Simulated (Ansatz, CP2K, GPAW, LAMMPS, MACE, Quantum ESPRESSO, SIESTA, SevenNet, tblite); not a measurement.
**Amorphous Cd8Zn24Te9S23 (64 atoms) in GPAW**

Aim: run amorphous Cd8Zn24Te9S23 (64 atoms) in GPAW and see how near its forces come to a plane-wave reference, and at what cost.

Method: the method is named at each step, in GPAW 26.7.0.

### Step 1. The starting structure

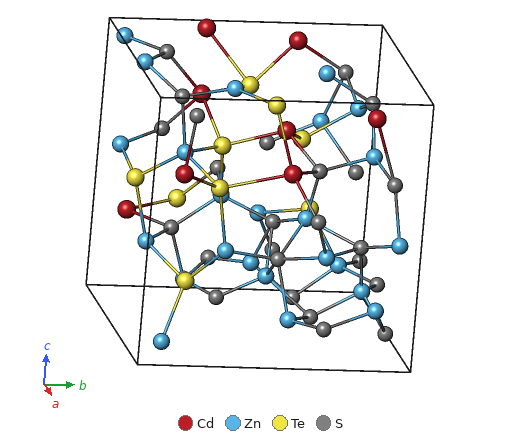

The starting structure, seen slightly off an axis (cadmium red, zinc blue, tellurium yellow, sulfur grey). Some periodic images of atoms are drawn too.

The cell holds 64 atoms: 8 Cd, 24 Zn, 9 Te and 23 S. Its edges and angles: a = 11.623 Å, b = 11.623 Å, c = 11.623 Å, α = 90.0°, β = 90.0°, γ = 90.0°. 64 atoms (8 Cd, 24 Zn, 9 Te, 23 S) placed at random at 4.61 g/cm³, melted at 2500 K for 10 ps at fixed volume with the Stillinger-Weber II-VI potential (Zhou et al., Phys. Rev. B 88, 085309 (2013)). Quenched from 2500 K to 300 K at 100 K/ps and fixed volume, held 5 ps.

The yardstick, on the same geometry:

* method: Kohn-Sham DFT, PBE, PAW, plane waves (Ansatz 0.2.0); cutoff 420 eV, Γ point, fermi-dirac smearing of 0.05 eV; PAW set soft_2
* r.m.s. force component: 0.4537 eV/Å
* longest force: 1.674 eV/Å
* pressure: -0.9344 GPa
* SCF cycles: 12
* time: 16 s on 8 threads of Arm Neoverse V2, shared host
* CPU time: 1.9 min

### Step 2. PBE, LCAO dzp, h 0.2 Å

Method: Kohn-Sham DFT, PBE, PAW, atomic orbitals (dzp).

The input, run.py:

```python
import numpy as np
from ase.io import read
from gpaw import GPAW, FermiDirac

atoms = read("structure.xyz")
atoms.calc = GPAW(
    mode="lcao",
    basis="dzp",
    h=0.2,
    xc="PBE",
    kpts={"size": (1, 1, 1), "gamma": True},
    occupations=FermiDirac(0.05),
    maxiter=200,
    symmetry={"point_group": False},
    txt="gpaw.txt",
)
energy = atoms.get_potential_energy(force_consistent=True)
forces = atoms.get_forces()
print(f"energy {energy:.6f} eV")
print("forces (eV/A)")
for i, (a, f) in enumerate(zip(atoms, forces)):
    print(f"{i:4d} {a.symbol:2s} {f[0]:10.5f} {f[1]:10.5f} {f[2]:10.5f}")
print(f"Fermi level {atoms.calc.get_fermi_level():.4f} eV")
for k in range(len(atoms.calc.get_ibz_k_points())):
    for s in range(atoms.calc.get_number_of_spins()):
        e = atoms.calc.get_eigenvalues(kpt=k, spin=s)
        n = np.searchsorted(e, atoms.calc.get_fermi_level())
        print(f"k {k} spin {s} levels about the Fermi level:", np.round(e[max(n - 6, 0):n], 4).tolist(), "|", np.round(e[n:n + 6], 4).tolist())
```

The input, structure.xyz:

```xyz
64
Lattice="11.62280 0.00000 0.00000 0.00000 11.62280 0.00000 0.00000 0.00000 11.62280" Properties=species:S:1:pos:R:3 pbc="T T T"
Cd 1.48423 7.78239 11.29074
Cd 10.00746 9.61380 10.49190
Cd 11.15870 1.39346 8.19094
Cd 3.04250 3.54902 9.32137
Cd 6.06861 6.65161 8.71815
Cd 9.82859 6.28247 7.93151
Cd 0.08833 4.15190 11.31991
Cd 1.80816 1.05965 3.84959
Zn 6.92428 4.13167 10.73110
Zn 6.59466 6.19077 2.53261
Zn 7.19393 7.55947 5.25548
Zn 1.14764 6.78446 3.66885
Zn 5.78316 1.14275 3.66664
Zn 3.18430 0.26163 7.08084
Zn 10.57605 10.92206 5.16076
Zn 5.76979 8.21627 11.15126
Zn 11.25575 9.98317 2.50808
Zn 1.52119 0.39576 11.30434
Zn 7.08561 2.20589 7.94291
Zn 3.62957 6.13800 2.22902
Zn 9.24745 3.82193 4.35506
Zn 0.40436 9.27906 7.50066
Zn 10.34336 7.90629 4.49454
Zn 3.54856 9.87950 2.19264
Zn 7.62084 10.10428 2.27993
Zn 4.20757 4.50616 5.29151
Zn 5.41541 0.52349 11.33537
Zn 3.55751 10.15356 9.02487
Zn 7.40059 10.18587 8.06983
Zn 3.76218 3.31413 1.46180
Zn 9.08949 1.47261 0.29092
Zn 9.49966 6.68299 1.50817
Te 5.29674 4.14655 7.75287
Te 9.33753 5.44796 10.75179
Te 5.85963 0.44643 6.43740
Te 0.16597 3.50323 3.91491
Te 7.74369 2.54830 2.55504
Te 9.37425 3.32342 7.10246
Te 1.32047 5.94239 9.25338
Te 2.97544 8.58111 4.44386
Te 3.55600 7.86561 7.63467
S 5.78595 10.27037 9.90495
S 1.60522 10.69797 5.67936
S 5.91659 4.30718 1.34813
S 11.59177 7.78402 1.74377
S 9.47723 10.86639 1.01130
S 3.87330 2.57608 3.72592
S 0.00883 7.15314 6.39893
S 3.43744 1.83733 11.22239
S 3.71023 8.00730 0.79698
S 1.58767 4.74175 1.79549
S 8.58042 9.70655 4.45572
S 1.32372 9.95051 9.92448
S 1.63045 11.18102 1.84291
S 4.96863 6.63313 4.41701
S 1.85570 2.24599 7.42313
[... 4 atom lines left out ...]
S 1.72680 4.77778 5.75026
S 8.76313 6.18124 3.90677
S 11.25622 1.69007 10.76632
S 7.27239 1.83687 10.42751
```

Started as:

```sh
> OMP_NUM_THREADS=1 python run.py > output.txt
```

Output:

```text
energy -161.446921 eV
forces (eV/A)
   0 Cd   -0.00272   -0.18224   -0.31385
   1 Cd    0.16328   -0.15357   -0.43390
   2 Cd    0.17394   -0.14848   -0.16442
   3 Cd   -0.34993    0.05199   -0.23913
   4 Cd   -1.03992   -0.04880    1.10399
   5 Cd    0.06818   -0.51978    0.11220
   6 Cd    0.68686   -0.01671   -0.21029
   7 Cd   -0.31020    0.34510    0.38242
   8 Zn    0.07458    0.48379    0.42373
   9 Zn    0.03613    0.58169   -0.18056
  10 Zn    0.17987    0.53238   -0.07952
  11 Zn    0.21298   -0.57883    0.30654
  12 Zn   -0.20626    0.23468    0.39176
  13 Zn   -0.37534    0.54808    0.12943
  14 Zn   -0.00755   -0.14066   -0.11960
  15 Zn   -0.19235   -0.31879   -0.36755
  16 Zn   -0.12437    0.61683    0.01489
  17 Zn   -0.26755   -0.02606   -0.13033
  18 Zn    0.36740    0.19566    0.15283
  19 Zn   -0.11434   -0.15203   -0.60958
  20 Zn   -0.26238   -0.16632    0.49167
  21 Zn    0.00521   -0.07596    0.00357
  22 Zn   -0.25810    0.43473    0.53835
  23 Zn    0.06846   -0.04832   -0.06240
[...]
56 S    -0.49242   -0.56342    0.78078
  57 S     0.25163   -0.07495    0.00535
  58 S     0.31818    0.66284    0.21476
  59 S     0.15539    0.51225   -0.51914
  60 S     0.15642    0.20079   -1.49079
  61 S    -0.19297   -0.59142   -0.35268
  62 S    -0.26863    0.10565    0.33867
  63 S    -0.32599    0.03917   -0.23104
Fermi level 4.5987 eV
k 0 spin 0 levels about the Fermi level: [3.7135, 3.8316, 4.0217, 4.3111, 4.4825, 4.5563] | [4.6417, 4.7134, 4.8992, 4.9773, 5.1149, 5.1908]
```

gpaw.txt:

```text
Input parameters:
  mode=LCAO(),
  basis={'default': 'dzp'},
  h=0.2,
  kpts=MonkhorstPack(size=(1, 1, 1), gamma=True),
  maxiter=200,
  occupations=Occupations(name='fermi-dirac', width=0.05, fixmagmom=False),
  symmetry=Symmetry(point_group=False),
  xc=XC(name='PBE')
Unit cell  # Å
| periodic |         x |         y |         z |   lengths |    angles |
|----------|-----------|-----------|-----------|-----------|-----------|
|      yes | 11.622800 |  0.000000 |  0.000000 | 11.622800 | 90.000000 |
|      yes |  0.000000 | 11.622800 |  0.000000 | 11.622800 | 90.000000 |
|      yes |  0.000000 |  0.000000 | 11.622800 | 11.622800 | 90.000000 |
Number of symmetries: 1
Symmetry operations  # r_c * U_cc + t_c -> r_c
|   | kind |            matrix            |
|---|------|------------------------------|
| 0 |  E   |  1, 0, 0,  0, 1, 0,  0, 0, 1 |
BZ-sampling:
  Number of BZ points: 1
  Number of IBZ points: 1
  Monkhorst-Pack size: [1, 1, 1]
  Monkhorst-Pack shift: [0, 0, 0]
[... lines left out ...]
  Fermi-Dirac:
[... lines left out ...]
  name: PBE with 2 nearest neighbor stencil
interpolation: tri-quintic # 5. degree polynomial
Initialization done in: 10.410 s
convergence criteria:
- Maximum [total energy] change in last 3 cyles: 0.0005 eV / valence electron
- Maximum integral of absolute [dens]ity change: 0.0001 electrons / valence electron
- Maximum integral of absolute [eigenst]ate change: 4e-08 eV^2 / valence electron
maximum number of iterations: 200
SCF iterations
|iter     |      energy | eigst |  dens |
|---------|-------------|-------|-------|
|iter:   1| -167.924808 |      c|       |
|iter:   2| -165.954458 |      c| -1.31 |
|iter:   3| -170.334207 |      c| -1.35 |
|iter:   4| -163.348419 |      c| -1.44 |
|iter:   5| -162.125162 |      c| -1.64 |
|iter:   6| -162.122561 |      c| -1.83 |
|iter:   7| -161.522898 |      c| -1.95 |
|iter:   8| -161.409286 |      c| -2.25 |
|iter:   9| -161.362056c|      c| -2.55 |
|iter:  10| -161.356490c|      c| -2.79 |
|iter:  11| -161.353900c|      c| -3.16 |
|iter:  12| -161.354027c|      c| -3.45 |
|iter:  13| -161.353328c|      c| -3.62 |
|iter:  14| -161.353501c|      c| -3.81 |
|iter:  15| -161.353418c|      c| -4.08c|
Converged in 15 steps
SCF loop duration: 182.730 s (12.182 s/step)
Energy contributions relative to reference atoms: (reference = -4302898.194910)
Energy contributions:
  Kinetic:         298.189069
  Coulomb:        -240.261607
  Zero:              2.638046
  External:          0.000000
  Xc:             -221.825423
  Entropy:          -0.187006
  Spinorbit:         0.000000
  ----------------------------
  Free energy:    -161.446921
  Extrapolated:   -161.353418
dipole moment: (-37.488083, -12.466478, 105.450451)  # |e|*Ang
Fermi level: 4.599
Eigenvalues  # (at kpt = [0.000, 0.000, 0.000])
| band index |      eig [eV] | occ [0-2] |
|------------|---------------|-----------|
|          0 |        -9.648 |     2.000 |
|        ... |               |           |
|        280 |         3.393 |     2.000 |
|        281 |         3.643 |     2.000 |
[...]
|        295 |         5.636 |     0.000 |
|        ... |               |           |
|        349 |         9.405 |     0.000 |
Gap: 0.085 eV
Transition (v -> c):
  (s=0, k=0, n=287, [0.00, 0.00, 0.00]) -> (s=0, k=0, n=288, [0.00, 0.00, 0.00])
No difference between direct/indirect transitions
Force computation time: 30.565  # s
timing:  # [seconds]
  Total:  223.734  # ━━━━━━━━━━━━━━━━━━━━━━━━━━━━━━━━━━━━━━━━━━━━━━━━━━━━━━━━
  Init:    10.410  # ━━╸
  SCF:    182.730  # ━━━━━━━━━━━━━━━━━━━━━━━━━━━━━━━━━━━━━━━━━━━━━╸
  Forces:  30.565  # ━━━━━━━╸
```

Wall time 3.8 min (1 thread of Arm Neoverse V2, shared host); peak memory 1.8 GiB.

Banners, paths, timers and routine set-up lines are dropped from the logs unmarked, and long logs keep their key lines alone; longer cuts are marked.

Compared with the plane-wave run:

```
r.m.s. force component                  : 0.4655 eV/Å
r.m.s. difference of force components   : 47.65 meV/Å
longest difference of force vectors     : 243.6 meV/Å
force difference over r.m.s. force      : 10.5 %
slope of forces against the reference's : 1.021
correlation of force components         : 0.995
```

Length of the force difference by element (eV/Å):

| element | atoms | mean | most |
| --- | --- | --- | --- |
| Cd | 8 | 0.053 | 0.15 |
| S | 23 | 0.082 | 0.24 |
| Te | 9 | 0.093 | 0.23 |
| Zn | 24 | 0.045 | 0.098 |

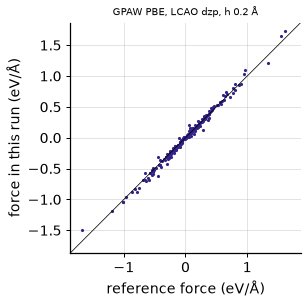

Force components against those of the reference; the line marks equality.

A closer look about S64, picked at random: 9 atoms, nearest first, numbered in the order of the input, with positions taken from that point.

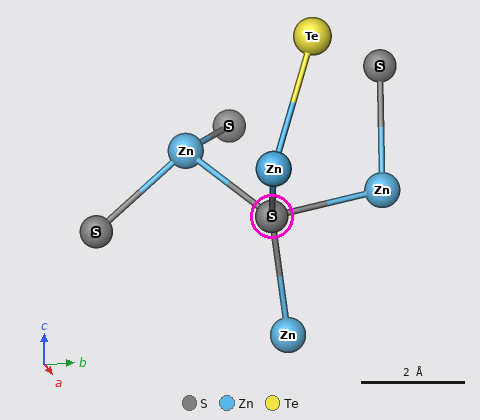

The atoms of the table, within 3.9 Å (arrows a, b, c point along x, y, z); some may hide others; the central atom is ringed.

| atom | x | y | z | distance (Å) | bonds | Fx | Fy | Fz (eV/Å) |
| --- | --- | --- | --- | --- | --- | --- | --- | --- |
| S64 | 0.00 | 0.00 | 0.00 | 0.00 | 4 | -0.33 | 0.04 | -0.23 |
| Zn9 | -0.35 | 2.29 | 0.30 | 2.34 | 3 | 0.07 | 0.48 | 0.42 |
| Zn31 | 1.82 | -0.36 | 1.49 | 2.38 | 4 | 0.30 | -0.29 | 0.09 |
| Zn27 | -1.86 | -1.31 | 0.91 | 2.45 | 4 | 0.31 | 0.12 | -0.03 |
| Zn19 | -0.19 | 0.37 | -2.48 | 2.52 | 4 | 0.37 | 0.20 | 0.15 |
| S42 | -1.49 | -3.19 | -0.52 | 3.56 | 4 | 0.11 | -0.10 | 0.28 |
| S44 | -1.36 | 2.47 | 2.54 | 3.80 | 3 | -0.88 | 0.80 | -0.81 |
| Te37 | 0.47 | 0.71 | 3.75 | 3.85 | 3 | 1.65 | -0.48 | 0.47 |
| S49 | -3.83 | 0.00 | 0.79 | 3.92 | 4 | 0.18 | 0.07 | 0.37 |

Atoms are counted from 1 here, from 0 in the log.

Forces lie 11 % from the reference's, at 1.9 times its CPU time (on 1 against 8 cores).

### Step 3. PBE, LCAO szp(dzp), h 0.2 Å

Method: Kohn-Sham DFT, PBE, PAW, atomic orbitals (szp(dzp)).

Edit run.py of step 2 so:

```diff
@@ -7,3 +7,3 @@
     mode="lcao",
-    basis="dzp",
+    basis="szp(dzp)",
     h=0.2,
```

structure.xyz is that of step 2.

Output:

```text
energy -148.478673 eV
forces (eV/A)
   0 Cd    0.03354   -0.13172   -0.24720
   1 Cd    0.18472   -0.14724   -0.44843
   2 Cd    0.21315   -0.19171   -0.14335
   3 Cd   -0.33117   -0.01312   -0.26004
   4 Cd   -1.06394    0.00033    1.03094
   5 Cd    0.06469   -0.53976    0.06792
   6 Cd    0.68387   -0.05592   -0.20560
   7 Cd   -0.29404    0.26425    0.42094
   8 Zn   -0.01588    0.49720    0.46309
   9 Zn    0.01978    0.54544   -0.24072
  10 Zn    0.15064    0.66736    0.02754
  11 Zn    0.15534   -0.63038    0.33185
  12 Zn   -0.23682    0.17619    0.44249
  13 Zn   -0.39441    0.52309    0.20567
  14 Zn   -0.11685    0.01854   -0.12946
  15 Zn   -0.15102   -0.33907   -0.36957
  16 Zn   -0.08904    0.67219   -0.05267
  17 Zn   -0.27534   -0.02723   -0.09795
  18 Zn    0.38914    0.21137    0.20668
  19 Zn   -0.09299   -0.08264   -0.67639
  20 Zn   -0.34075   -0.10118    0.52334
  21 Zn    0.07910   -0.12559    0.02264
  22 Zn   -0.27492    0.37101    0.56709
  23 Zn    0.06319   -0.05171   -0.14181
[...]
56 S    -0.50383   -0.59404    0.80978
  57 S     0.25447   -0.07227    0.02362
  58 S     0.34192    0.76703    0.28038
  59 S     0.16767    0.44158   -0.48434
  60 S     0.12223    0.24750   -1.35084
  61 S    -0.16687   -0.65494   -0.32400
  62 S    -0.26103    0.17312    0.28615
  63 S    -0.30255    0.05105   -0.24945
Fermi level 4.7119 eV
k 0 spin 0 levels about the Fermi level: [3.7963, 3.9386, 4.1138, 4.4087, 4.5899, 4.6601] | [4.7673, 4.826, 5.0017, 5.1184, 5.2612, 5.3094]
```

gpaw.txt:

```text
Input parameters:
  mode=LCAO(),
  basis={'default': 'szp(dzp)'},
  h=0.2,
  kpts=MonkhorstPack(size=(1, 1, 1), gamma=True),
  maxiter=200,
  occupations=Occupations(name='fermi-dirac', width=0.05, fixmagmom=False),
  symmetry=Symmetry(point_group=False),
  xc=XC(name='PBE')
Unit cell  # Å
| periodic |         x |         y |         z |   lengths |    angles |
[... lines left out ...]
  Fermi-Dirac:
[... lines left out ...]
convergence criteria:
- Maximum [total energy] change in last 3 cyles: 0.0005 eV / valence electron
[... lines left out ...]
Converged in 15 steps
[... lines left out ...]
  Free energy:    -148.478673
  Extrapolated:   -148.390494
dipole moment: (-37.334962, -12.272585, 104.933453)  # |e|*Ang
Fermi level: 4.712
Eigenvalues  # (at kpt = [0.000, 0.000, 0.000])
| band index |      eig [eV] | occ [0-2] |
|------------|---------------|-----------|
|          0 |        -9.621 |     2.000 |
|        ... |               |           |
|        280 |         3.482 |     2.000 |
|        281 |         3.745 |     2.000 |
[...]
|        295 |         5.767 |     0.000 |
|        ... |               |           |
|        349 |         9.968 |     0.000 |
Gap: 0.107 eV
Transition (v -> c):
  (s=0, k=0, n=287, [0.00, 0.00, 0.00]) -> (s=0, k=0, n=288, [0.00, 0.00, 0.00])
No difference between direct/indirect transitions
Force computation time: 19.358  # s
timing:  # [seconds]
  Total:  157.082  # ━━━━━━━━━━━━━━━━━━━━━━━━━━━━━━━━━━━━━━━━━━━━━━━━━━━━━━━━
  Init:     8.664  # ━━━
  SCF:    129.030  # ━━━━━━━━━━━━━━━━━━━━━━━━━━━━━━━━━━━━━━━━━━━━━━
  Forces:  19.358  # ━━━━━━━
```

Run time: 2.6 min. Hardware: 1 thread; peak memory 1.7 GiB.

Numbers from this run, and their distance from the reference:

| Item | Value |
| --- | --- |
| r.m.s. force component | 0.4731 eV/Å |
| r.m.s. difference of force components | 73.02 meV/Å |
| longest difference of force vectors | 374.2 meV/Å |
| force difference over r.m.s. force | 16.09 % |
| slope of forces against the reference's | 1.03 |
| correlation of force components | 0.9885 |

This is a coarse setting, run to see what it loses.

Against the first run (11 %), the force difference from the reference is 16 %, at 0.70 times the CPU time, with 672 basis functions against 1088: the smaller basis costs accuracy.

### Step 4. PBE, grid h 0.18 Å

Method: Kohn-Sham DFT, PBE, PAW, finite differences on a real-space grid.

Edit run.py of step 3 so:

```diff
@@ -3,2 +3,3 @@
 from gpaw import GPAW, FermiDirac
+from ase.parallel import parprint as print
 
@@ -6,5 +7,4 @@
 atoms.calc = GPAW(
-    mode="lcao",
-    basis="szp(dzp)",
-    h=0.2,
+    mode="fd",
+    h=0.18,
     xc="PBE",
@@ -14,2 +14,3 @@
     symmetry={"point_group": False},
+    nbands=429,
     txt="gpaw.txt",
```

structure.xyz is that of step 3.

Started as:

```sh
> OMP_NUM_THREADS=1 mpirun -np 4 gpaw python run.py > output.txt
```

Output:

```text
energy -179.386489 eV
forces (eV/A)
   0 Cd    0.02358   -0.18678   -0.31991
   1 Cd    0.18739   -0.08640   -0.39868
   2 Cd    0.16451   -0.09288   -0.14739
   3 Cd   -0.34218    0.06013   -0.26939
   4 Cd   -1.04387   -0.07394    0.93708
   5 Cd    0.06911   -0.49524    0.14119
   6 Cd    0.58043   -0.00720   -0.27354
   7 Cd   -0.32438    0.31180    0.37173
   8 Zn    0.10678    0.46670    0.39207
   9 Zn    0.07648    0.57409   -0.14453
  10 Zn    0.20480    0.51227   -0.08204
  11 Zn    0.22634   -0.58265    0.29662
[...]
59 S     0.14288    0.47982   -0.51281
  60 S     0.05111    0.04761   -1.67352
  61 S    -0.19453   -0.55721   -0.42793
  62 S    -0.25827    0.12155    0.25236
  63 S    -0.30422    0.04917   -0.27931
Fermi level 4.5494 eV
k 0 spin 0 levels about the Fermi level: [3.6768, 3.789, 3.9801, 4.2614, 4.4344, 4.5088] | [4.5902, 4.6638, 4.8456, 4.9343, 5.0576, 5.1429]
```

gpaw.txt:

```text
Input parameters:
  mode=FD(),
  h=0.18,
  kpts=MonkhorstPack(size=(1, 1, 1), gamma=True),
  maxiter=200,
  nbands=429,
  occupations=Occupations(name='fermi-dirac', width=0.05, fixmagmom=False),
  symmetry=Symmetry(point_group=False),
  xc=XC(name='PBE')
[... lines left out ...]
  Converge bands: occupied
[... lines left out ...]
  Fermi-Dirac:
[... lines left out ...]
convergence criteria:
- Maximum [total energy] change in last 3 cyles: 0.0005 eV / valence electron
[... lines left out ...]
Converged in 43 steps
[... lines left out ...]
  Free energy:    -179.386489
[... lines left out ...]
dipole moment: (-37.339818, -12.680245, 105.487458)  # |e|*Ang
Fermi level: 4.549
Eigenvalues  # (at kpt = [0.000, 0.000, 0.000])
| band index |      eig [eV] | occ [0-2] |
|------------|---------------|-----------|
|          0 |        -9.647 |     2.000 |
|        ... |               |           |
|        280 |         3.359 |     2.000 |
|        281 |         3.592 |     2.000 |
[...]
|        295 |         5.570 |     0.000 |
|        ... |               |           |
|        428 |        13.466 |     0.000 |
Gap: 0.081 eV
Transition (v -> c):
  (s=0, k=0, n=287, [0.00, 0.00, 0.00]) -> (s=0, k=0, n=288, [0.00, 0.00, 0.00])
No difference between direct/indirect transitions
Force computation time: 7.904  # s
```

Run time: 17 min. Hardware: 4 MPI ranks; peak memory 5.1 GiB; 68 min of CPU time.

Compared with the plane-wave run:

```
r.m.s. force component                  : 0.4524 eV/Å
r.m.s. difference of force components   : 17.6 meV/Å
longest difference of force vectors     : 53.99 meV/Å
force difference over r.m.s. force      : 3.878 %
slope of forces against the reference's : 0.9962
correlation of force components         : 0.9992
```

Against the first run (11 %), the force difference from the reference is 3.9 %, at 18 times the CPU time (on 4 against 1 cores) (43 SCF steps against 15).

(Part 1 of 2 ends here.)

[Also dropped from logs without a mark: logging warnings of Python, and SIESTA's first energy breakdown and zero terms.]

[Logs are printed without paths, hosts, clocks, repeated set-up lines and the standing remarks that a program may print on its own settings, such as how far it seeks lower states.]

[Hosts, paths, dates, database ids (printed as entryN), source tags and the programs' standing remarks are cut or masked in the printed files.]
